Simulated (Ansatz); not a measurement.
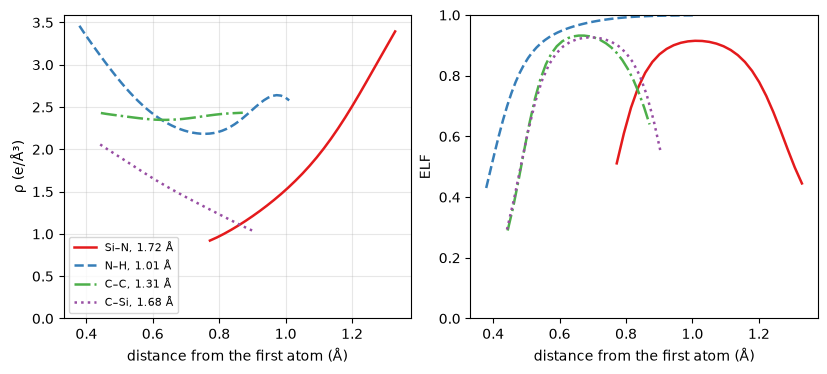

*C₂H₅NSi (SMILES C=C=[SiH]N). Electron density and ELF along straight lines between neighbouring atoms. The curves leave out the atomic cores.*

Theory: RKS PBE0-D4/6-31G* in Ansatz.

Input file:

```
crystal:
  periodic: [false, false, false]
  atoms:
    - { symbol: C, position_ang: [0.11403, 1.93029, -0.99572] }
    - { symbol: C, position_ang: [-0.14729, 0.96242, -0.11692] }
    - { symbol: Si, position_ang: [0.1927, -0.79314, -0.17408] }
    - { symbol: "N", position_ang: [-0.31635, -1.48727, 1.29084] }
    - { symbol: H, position_ang: [0.60879, 1.84809, -1.96177] }
    - { symbol: H, position_ang: [-0.18815, 2.94393, -0.75471] }
    - { symbol: H, position_ang: [0.68499, -2.01581, -0.84948] }
    - { symbol: H, position_ang: [-0.7503, -0.99378, 2.05028] }
    - { symbol: H, position_ang: [-0.23081, -2.47281, 1.46332] }
basis:
  gaussian: { orbitals: "6-31G*" }
hamiltonian:
  xc: pbe0
  dispersion: d4
relax:
  f_tol: 0.015
  max_steps: 40
output:
  orbitals: {}
```

Command:

```sh
ansatz run input.yaml --threads 1 --pin off --max-ram 2048MiB --backend cpu --events-out ev --progress --plain --runs-dir out
```

The fields are those of the relaxed geometry.

**Compare the contacts.**

Si–N (1.72 Å): the density is about 1.1 e/Å³ at the midpoint; the ELF peaks at about 0.90 between the atoms; a shared but strongly polarised pair.
N–H (1.01 Å): ρ is about 2.8 e/Å³ halfway; the ELF climbs to about 1 towards the hydrogen, as it does in any bond to H (an ordinary covalent bond to hydrogen).
C–C (1.31 Å): ρ is about 2.4 e/Å³ halfway; the ELF peaks at about 0.95 between the atoms (a multiple bond).
C–Si (1.68 Å): ρ is about 1.1 e/Å³ halfway; the ELF peaks at about 0.95 between the atoms, as expected for localised, covalent bonding.
